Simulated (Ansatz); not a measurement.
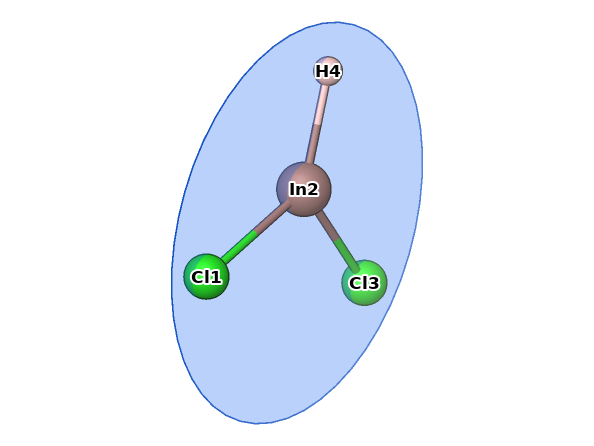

A disc through the centre of mass is drawn in. Atoms fade into the background with distance from the viewer. Computed geometry: PBE0-D4/def2-TZVP optimisation. No frequency run is at hand to confirm it as a minimum.

Is the plane of the disc a mirror plane of the structure?

Answer. Yes. The reflection leaves Cl1, In2, Cl3, H4 in place. The point group is C2v.
